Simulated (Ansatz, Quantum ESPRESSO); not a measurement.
# SrFeO3 (Pm-3m): zone-centre phonons, part 2 of 3

Wanted: the vibrations of SrFeO3 (Pm-3m) at Γ, by two programs.

Quantum ESPRESSO 7.5; DFT LDA, scalar-relativistic, plane waves, PseudoDojo norm-conserving pseudopotentials.

So far. Step 2 (A first look): No gap opens on this mesh, so smearing is kept; the start stands at -12 GPa. Step 4 (Self-consistent run for the response): The cell stands at -0.026 GPa, close enough for phonons. The relaxed cell has a = 3.727 Å (conventional setting).

### 5. Linear response at Γ

At q = 0 one unit cell holds all displacements; symmetry groups them into irreducible representations that are solved one by one. With smeared occupations no response to a homogeneous field can be asked.

Input file ph.in:

```
phonons
 &inputph
    prefix='x',
    outdir='./tmp',
    fildyn='g.dyn',
    tr2_ph=1.0d-18,
    alpha_mix(1)=0.4,
    nmix_ph=8,
 /
0.000000000000 0.000000000000 0.000000000000
```

Command:

```console
> OMP_NUM_THREADS=1 mpirun -n 8 ph.x -nk 8 -in ph.in > ph.out
```

What it wrote:

```text
[banners, grids, parts of the stress and lines that vanish by symmetry left out]
[banner, memory and clock lines left out]
Program PHONON v.7.5

     ./tmp/x.save/

     IMPORTANT: XC functional enforced from input :
     Exchange-correlation= PW
                           (   1   4   0   0   0   0   0)
     Any further DFT definition will be discarded
     Please, verify this is what you really want

     G-vector sticks info

     Reading collected, re-writing distributed wavefunctions in ./tmp/

     Number and degeneracy of irreps per q-point
       N         xq(1)         xq(2)         xq(3)   N irreps
       1   0.000000000   0.000000000   0.000000000       5
        3   3   3   3   3

     Calculation of q =    0.0000000   0.0000000   0.0000000

     phonons

     bravais-lattice index     =            1
     lattice parameter (alat)  =       7.0430  a.u.
     unit-cell volume          =     349.3672 (a.u.)^3
     number of atoms/cell      =            5
     number of atomic types    =            3
     kinetic-energy cut-off    =      90.0000  Ry
     charge density cut-off    =     360.0000  Ry
     convergence threshold     =      1.0E-18
     beta                      =       0.4000
     number of iterations used =            8
     Exchange-correlation= PW
                           (   1   4   0   0   0   0   0)

     celldm(1)=    7.04305  celldm(2)=    0.00000  celldm(3)=    0.00000
     celldm(4)=    0.00000  celldm(5)=    0.00000  celldm(6)=    0.00000

     crystal axes: (cart. coord. in units of alat)
               a(1) = (  1.0000  0.0000  0.0000 )
               a(2) = (  0.0000  1.0000  0.0000 )
               a(3) = (  0.0000  0.0000  1.0000 )

     reciprocal axes: (cart. coord. in units 2 pi/alat)
               b(1) = (  1.0000  0.0000  0.0000 )
               b(2) = (  0.0000  1.0000  0.0000 )
               b(3) = (  0.0000  0.0000  1.0000 )

     Atoms inside the unit cell:

     Cartesian axes

     site n.  atom      mass           positions (alat units)
        1  Sr     87.6200   tau(    1) = (    0.00000    0.00000    0.00000  )
        2  Fe     55.8450   tau(    2) = (    0.50000    0.50000    0.50000  )
        3  O      15.9990   tau(    3) = (    0.00000    0.50000    0.50000  )
        4  O      15.9990   tau(    4) = (    0.50000    0.00000    0.50000  )
        5  O      15.9990   tau(    5) = (    0.50000    0.50000    0.00000  )

     Computing dynamical matrix for
                    q = (   0.0000000   0.0000000   0.0000000 )

     49 Sym.Ops. (with q -> -q+G )

     G cutoff =  452.3392  (  40339 G-vectors)     FFT grid: ( 45, 45, 45)

     number of k points=    40  Marzari-Vanderbilt smearing, width (Ry)=  0.0200
                       cart. coord. in units 2pi/alat
        k(    1) = (   0.0000000   0.0000000   0.0000000), wk =   0.0046296
        k(    2) = (   0.0000000   0.0000000   0.1666667), wk =   0.0277778
        k(    3) = (   0.0000000   0.0000000   0.3333333), wk =   0.0277778
        [... further k-points left out ...]

     PseudoPot. # 1 for Sr read from file:
     ./pseudo/Sr.upf
     Pseudo is Norm-conserving + core correction, Zval = 10.0
     Using radial grid of 1812 points,  6 beta functions with:
                l(1) =   0
                l(2) =   0
                l(3) =   1
                l(4) =   1
                l(5) =   2
                l(6) =   2

     PseudoPot. # 2 for Fe read from file:
     ./pseudo/Fe.upf
     Pseudo is Norm-conserving + core correction, Zval = 16.0
     Using radial grid of 1408 points,  6 beta functions with:
                l(1) =   0
                l(2) =   0
                l(3) =   1
                l(4) =   1
                l(5) =   2
                l(6) =   2

     PseudoPot. # 3 for O  read from file:
     ./pseudo/O.upf
     Pseudo is Norm-conserving + core correction, Zval =  6.0
     Using radial grid of  926 points,  5 beta functions with:
                l(1) =   0
                l(2) =   0
                l(3) =   1
                l(4) =   1
                l(5) =   2

     Mode symmetry, O_h (m-3m)  point group:

     Atomic displacements:
     There are    5 irreducible representations

     Representation     1      3 modes -  To be done

     Representation     2      3 modes -  To be done

     Representation     3      3 modes -  To be done

     Representation     4      3 modes -  To be done

     Representation     5      3 modes -  To be done

     Alpha used in Ewald sum =   2.8000

     Representation #   1 modes #   1   2   3

     Self-consistent Calculation
      iter #   1   av.it.:   8.1
      thresh= 1.000E-02 alpha_mix =  0.400 |ddv_scf|^2 =  3.302E-07
      iter #   2   av.it.:  15.3
      thresh= 5.746E-05 alpha_mix =  0.400 |ddv_scf|^2 =  1.711E-08
      iter #   3   av.it.:  16.0
      thresh= 1.308E-05 alpha_mix =  0.400 |ddv_scf|^2 =  6.741E-10
      iter #   4   av.it.:  16.8
      thresh= 2.596E-06 alpha_mix =  0.400 |ddv_scf|^2 =  1.164E-11
      iter #   5   av.it.:  17.2
      thresh= 3.411E-07 alpha_mix =  0.400 |ddv_scf|^2 =  1.432E-13
      iter #   6   av.it.:  16.5
      thresh= 3.784E-08 alpha_mix =  0.400 |ddv_scf|^2 =  2.091E-14
      iter #   7   av.it.:  17.2
      thresh= 1.446E-08 alpha_mix =  0.400 |ddv_scf|^2 =  9.691E-16
      iter #   8   av.it.:  17.2
      thresh= 3.113E-09 alpha_mix =  0.400 |ddv_scf|^2 =  4.161E-17
      iter #   9   av.it.:  17.6
      thresh= 6.451E-10 alpha_mix =  0.400 |ddv_scf|^2 =  2.333E-18
      iter #  10   av.it.:  17.6
      thresh= 1.527E-10 alpha_mix =  0.400 |ddv_scf|^2 =  1.844E-19

     End of self-consistent calculation

     Convergence has been achieved

     Representation #   2 modes #   4   5   6

     Self-consistent Calculation
      iter #   1   av.it.:   9.5
      thresh= 1.000E-02 alpha_mix =  0.400 |ddv_scf|^2 =  2.673E-06
      iter #   2   av.it.:  14.5
      thresh= 1.635E-04 alpha_mix =  0.400 |ddv_scf|^2 =  1.032E-07
      iter #   3   av.it.:  14.8
      thresh= 3.212E-05 alpha_mix =  0.400 |ddv_scf|^2 =  4.407E-09
      iter #   4   av.it.:  15.4
      thresh= 6.638E-06 alpha_mix =  0.400 |ddv_scf|^2 =  1.375E-10
[...]
End of self-consistent calculation

     Convergence has been achieved

     Representation #   3 modes #   7   8   9

     Self-consistent Calculation
[...]
End of self-consistent calculation

     Convergence has been achieved

     Representation #   4 modes #  10  11  12

     Self-consistent Calculation
[...]
End of self-consistent calculation

     Convergence has been achieved

     Representation #   5 modes #  13  14  15

     Self-consistent Calculation
[...]
iter #   3   av.it.:  16.4
      thresh= 1.340E-05 alpha_mix =  0.400 |ddv_scf|^2 =  4.860E-11
      iter #   4   av.it.:  16.9
      thresh= 6.972E-07 alpha_mix =  0.400 |ddv_scf|^2 =  8.966E-13
      iter #   5   av.it.:  15.6
      thresh= 9.469E-08 alpha_mix =  0.400 |ddv_scf|^2 =  1.852E-13
      iter #   6   av.it.:  16.8
      thresh= 4.303E-08 alpha_mix =  0.400 |ddv_scf|^2 =  3.896E-16
      iter #   7   av.it.:  17.5
      thresh= 1.974E-09 alpha_mix =  0.400 |ddv_scf|^2 =  1.748E-17
      iter #   8   av.it.:  17.7
      thresh= 4.181E-10 alpha_mix =  0.400 |ddv_scf|^2 =  1.500E-18
      iter #   9   av.it.:  18.0
      thresh= 1.225E-10 alpha_mix =  0.400 |ddv_scf|^2 =  9.084E-21

     End of self-consistent calculation

     Convergence has been achieved

     Number of q in the star =    1
     List of q in the star:
          1   0.000000000   0.000000000   0.000000000

     Diagonalizing the dynamical matrix

     q = (    0.000000000   0.000000000   0.000000000 )

 **************************************************************************
     freq (    1) =       0.059965 [THz] =       2.000229 [cm-1]
     freq (    2) =       0.059965 [THz] =       2.000229 [cm-1]
     freq (    3) =       0.059965 [THz] =       2.000229 [cm-1]
     freq (    4) =       5.382033 [THz] =     179.525301 [cm-1]
     freq (    5) =       5.382033 [THz] =     179.525301 [cm-1]
     freq (    6) =       5.382033 [THz] =     179.525301 [cm-1]
     freq (    7) =       8.178208 [THz] =     272.795640 [cm-1]
     freq (    8) =       8.178208 [THz] =     272.795640 [cm-1]
     freq (    9) =       8.178208 [THz] =     272.795640 [cm-1]
     freq (   10) =       8.222945 [THz] =     274.287928 [cm-1]
     freq (   11) =       8.222945 [THz] =     274.287928 [cm-1]
     freq (   12) =       8.222945 [THz] =     274.287928 [cm-1]
     freq (   13) =      17.150119 [THz] =     572.066386 [cm-1]
     freq (   14) =      17.150119 [THz] =     572.066386 [cm-1]
     freq (   15) =      17.150119 [THz] =     572.066386 [cm-1]
 **************************************************************************

     Mode symmetry, O_h (m-3m)  point group:

     freq (   1-   3) =          2.0  [cm-1]   --> T_1u G_15  G_4- I
     freq (   4-   6) =        179.5  [cm-1]   --> T_1u G_15  G_4- I
     freq (   7-   9) =        272.8  [cm-1]   --> T_1u G_15  G_4- I
     freq (  10-  12) =        274.3  [cm-1]   --> T_2u G_25  G_5-
     freq (  13-  15) =        572.1  [cm-1]   --> T_1u G_15  G_4- I
```

Elapsed: 12 min, on 8 MPI ranks of Arm Neoverse V1, shared host.

Read from the output:

```
largest acoustic frequency at the zone centre before the sum rule : 2 cm⁻¹
highest optical zone-centre mode (no LO-TO term)                  : 572.1 cm⁻¹
lowest optical zone-centre mode                                   : 179.5 cm⁻¹
```

The acoustic modes at Γ come out as far as 2.0 cm⁻¹ from zero, where they should vanish, a small numerical error.

### 6. Zone-centre analysis

A rigid shift of the crystal must cost nothing, but grids and finite bases break this; the acoustic sum rule is imposed before the matrix is diagonalised again.

Input file dynmat.in:

```
 &input
    fildyn='g.dyn',
    asr='simple',
    fileig='dynmat.eig',
 /
```

Command:

```console
> dynmat.x -in dynmat.in > dynmat.out
```

What it wrote:

```text
[banner, memory and clock lines left out]
Program DYNMAT v.7.5

     Reading Dynamical Matrix from file g.dyn
     ...Force constants read
     ...epsilon and Z* not read (not found on file)
     A direction for q was not specified:TO-LO splitting will be absent

     Polarizability (A^3 units)
     multiply by 1.000000 for Clausius-Mossotti correction
         0.000000    0.000000    0.000000
         0.000000    0.000000    0.000000
         0.000000    0.000000    0.000000

     IR activities are in (D/A)^2/amu units

# mode   [cm-1]    [THz]      IR
    1      0.00    0.0000    0.0000
    2      0.00    0.0000    0.0000
    3      0.00    0.0000    0.0000
    4    179.52    5.3818    0.0000
    5    179.52    5.3818    0.0000
    6    179.52    5.3818    0.0000
    7    272.77    8.1773    0.0000
    8    272.77    8.1773    0.0000
    9    272.77    8.1773    0.0000
   10    274.24    8.2214    0.0000
   11    274.24    8.2214    0.0000
   12    274.24    8.2214    0.0000
   13    572.07   17.1503    0.0000
   14    572.07   17.1503    0.0000
   15    572.07   17.1503    0.0000

[end of the log left out, with the tail of the file of modes that dynmat.x writes under the same name]
```

Elapsed: 0.45 s, on 1 thread.

Unit eigenvectors of the mass-weighted matrix after the sum rule; no LO-TO term. Modes at Γ, with each element's share of the kinetic energy:

| mode | frequency (cm⁻¹) | Sr % | Fe % | O % |
| --- | --- | --- | --- | --- |
| 1 | 0.0 | 46 | 29 | 25 |
| 2 | 0.0 | 46 | 29 | 25 |
| 3 | 0.0 | 46 | 29 | 25 |
| 4 | 179.5 | 54 | 27 | 18 |
| 5 | 179.5 | 54 | 27 | 18 |
| 6 | 179.5 | 54 | 27 | 18 |
| 7 | 272.8 | 0 | 41 | 59 |
| 8 | 272.8 | 0 | 41 | 59 |
| 9 | 272.8 | 0 | 41 | 59 |
| 10 | 274.2 | 0 | 0 | 100 |
| 11 | 274.2 | 0 | 0 | 100 |
| 12 | 274.2 | 0 | 0 | 100 |
| 13 | 572.1 | 0 | 3 | 97 |
| 14 | 572.1 | 0 | 3 | 97 |
| 15 | 572.1 | 0 | 3 | 97 |

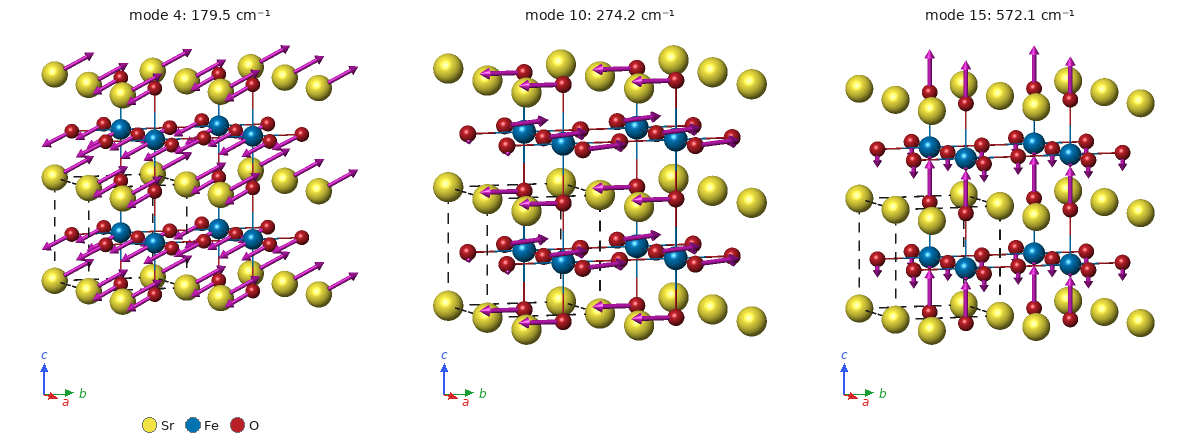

Displacement patterns of modes 4, 10 and 15 at Γ; arrows are exaggerated. 2×2×2 cells are drawn. Some periodic images of atoms are drawn too.

The rule moves no optical mode by more than 0.1 cm⁻¹.

### 7. Sum rules set otherwise (asr crystal)

The rule can be imposed in more than one way; the choices should agree where the raw error is small.

Input file dynmat.in:

```
 &input
    fildyn='g.dyn',
    asr='crystal',
    fileig='dynmat.eig',
 /
```

Command:

```console
> dynmat.x -in dynmat.in > dynmat.out
```

What it wrote:

```text
[banner, memory and clock lines left out]
Program DYNMAT v.7.5

     Reading Dynamical Matrix from file g.dyn
     ...Force constants read
     ...epsilon and Z* not read (not found on file)
     Acoustic Sum Rule: || Z*(ASR) - Z*(orig)|| =    0.000000E+00
     Acoustic Sum Rule: ||dyn(ASR) - dyn(orig)||=    5.375012E-05
     A direction for q was not specified:TO-LO splitting will be absent

     Polarizability (A^3 units)
     multiply by 1.000000 for Clausius-Mossotti correction
         0.000000    0.000000    0.000000
         0.000000    0.000000    0.000000
         0.000000    0.000000    0.000000

     IR activities are in (D/A)^2/amu units

# mode   [cm-1]    [THz]      IR
    1     -0.00   -0.0000    0.0000
    2     -0.00   -0.0000    0.0000
    3      0.00    0.0000    0.0000
    4    179.52    5.3818    0.0000
    5    179.52    5.3818    0.0000
    6    179.52    5.3818    0.0000
    7    272.78    8.1778    0.0000
    8    272.78    8.1778    0.0000
    9    272.78    8.1778    0.0000
   10    274.29    8.2229    0.0000
   11    274.29    8.2229    0.0000
   12    274.29    8.2229    0.0000
   13    572.07   17.1502    0.0000
   14    572.07   17.1502    0.0000
   15    572.07   17.1502    0.0000

[end of the log left out, with the tail of the file of modes that dynmat.x writes under the same name]
```

The job ended after 0.45 s (1 thread).

Zone-centre frequencies as printed; negative means imaginary. Modes:

| mode | frequency (cm⁻¹) |
| --- | --- |
| 1 | 0 |
| 2 | 0 |
| 3 | 0 |
| 4 | 179.5 |
| 5 | 179.5 |
| 6 | 179.5 |
| 7 | 272.8 |
| 8 | 272.8 |
| 9 | 272.8 |
| 10 | 274.3 |
| 11 | 274.3 |
| 12 | 274.3 |
| 13 | 572.1 |
| 14 | 572.1 |
| 15 | 572.1 |

Against the first rule no mode moves by more than 0.1 cm⁻¹.

### 8. Sum rules set otherwise (asr no)

Without the rule the raw error of the acoustic modes shows.

Input file dynmat.in:

```
 &input
    fildyn='g.dyn',
    asr='no',
    fileig='dynmat.eig',
 /
```

Command:

```console
> dynmat.x -in dynmat.in > dynmat.out
```

What it wrote:

```text
[banner, memory and clock lines left out]
Program DYNMAT v.7.5

     Reading Dynamical Matrix from file g.dyn
     ...Force constants read
     ...epsilon and Z* not read (not found on file)
     A direction for q was not specified:TO-LO splitting will be absent

     Polarizability (A^3 units)
     multiply by 1.000000 for Clausius-Mossotti correction
         0.000000    0.000000    0.000000
         0.000000    0.000000    0.000000
         0.000000    0.000000    0.000000

     IR activities are in (D/A)^2/amu units

# mode   [cm-1]    [THz]      IR
    1      2.00    0.0600    0.0000
    2      2.00    0.0600    0.0000
    3      2.00    0.0600    0.0000
    4    179.53    5.3820    0.0000
    5    179.53    5.3820    0.0000
    6    179.53    5.3820    0.0000
    7    272.80    8.1782    0.0000
    8    272.80    8.1782    0.0000
    9    272.80    8.1782    0.0000
   10    274.29    8.2229    0.0000
   11    274.29    8.2229    0.0000
   12    274.29    8.2229    0.0000
   13    572.07   17.1501    0.0000
   14    572.07   17.1501    0.0000
   15    572.07   17.1501    0.0000

[end of the log left out, with the tail of the file of modes that dynmat.x writes under the same name]
```

Run time: 0.45 s. Hardware: 1 thread.

Zone-centre frequencies as printed; negative means imaginary. Modes:

```csv
mode,frequency (cm⁻¹)
1,2
2,2
3,2
4,179.5
5,179.5
6,179.5
7,272.8
8,272.8
9,272.8
10,274.3
11,274.3
12,274.3
13,572.1
14,572.1
15,572.1
```

Against the first rule no mode moves by more than 2.1 cm⁻¹.

(Part 2 of 3 ends here.)

[Host names and launcher messages were left out of these logs when they were recorded.]

[Logs are printed without paths, hosts, clocks, repeated set-up lines and the standing remarks that a program may print on its own settings, such as how far it seeks lower states.]

[Hosts, paths, dates, database ids (printed as entryN), source tags and the programs' standing remarks are cut or masked in the printed files.]
